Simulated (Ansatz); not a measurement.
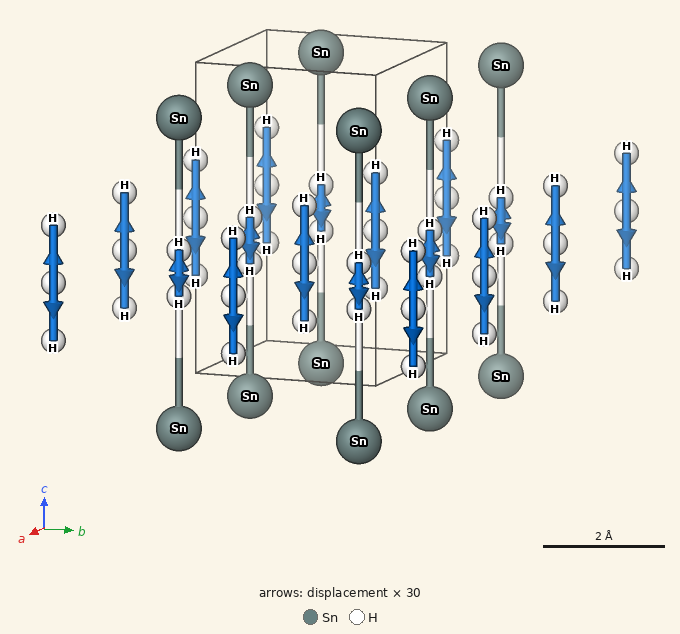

This is a relaxation of a crystal of SnH5 (a generated structure, set up in P4/mmm) (coarse preliminary run). The starting structure is drawn; blue arrows show the displacements (the part carried along by the change of the cell is left out), 30 times their true length.

The picture is a ball-and-stick view of the cell of the calculation, repeated 3 × 2 × 1 with one cell outlined, seen slightly off an axis.

Level of theory: Ansatz, DFT PBE, scalar-relativistic, plane waves, PAW.

Input
```yaml
crystal:
  lattice:
    - [3.2167893306, 0.0, 0.0]
    - [0.0, 3.2167893306, 0.0]
    - [0.0, 0.0, 5.2540350378]
  atoms:
    - { symbol: Sn, position: [0.5, 0.5, 0.0] }
    - { symbol: H, position: [0.5, 0.5, 0.4255276968] }
    - { symbol: H, position: [0.5, 0.5, 0.5744723032] }
    - { symbol: H, position: [0.0, 0.0, 0.3142882325] }
    - { symbol: H, position: [0.0, 0.0, 0.6857117675] }
    - { symbol: H, position: [0.0, 0.0, 0.5] }
basis:
  ecutwfc: 420
kpoints:
  mp_grid: { grid: [6, 6, 4] }
hamiltonian:
  xc: pbe
scf:
  occupations: { method: gaussian, width: 0.1 }
  lower_state_search: "off"
output:
  forces: true
  stress: true
  eigenvalues: true
relax:
  adjacent_minimum: "off"
  f_tol: 0.04
  max_steps: 70
  cell: { stress_tol: 0.4 }
```

Run as
```bash
ansatz run input.yaml --threads 1 --pin off --max-ram 2560MiB --backend cpu --events-out ev --progress --plain --runs-dir out
```

Question: Atoms of which element are displaced furthest, and by how much?

Answer: Hydrogen: up to 0.053 Å, against 0.000 Å for tin.

Question: What did the optimiser do to the structure, and how much energy did it gain?

Answer: After 3 accepted moves (4 points after the start) the energy has fallen by 6.8 meV per atom. The largest force component goes from 0.13 to 0.0094 eV/Å. Pressure: 0.55 GPa at the start and −0.02 GPa at the end. The SCF was repeated once at an unchanged geometry on a basis and grid sized afresh for the cell, which shifted the energy by 0.3 meV per atom at most. The largest moves relative to the cell, 0.053 Å, are those of H4 and H5. H4 goes along +c. Sn stays in place. The volume changes by +2.1 %, with a = b 3.217 → 3.172 Å (−1.4 %), c 5.254 → 5.518 Å (+5.0 %). Among the contacts that change: Sn1–H2 2.236 → 2.372 Å, H2–H3 0.783 → 0.773 Å, H4–H6 0.976 → 0.971 Å. The space group stays P4/mmm (No. 123).
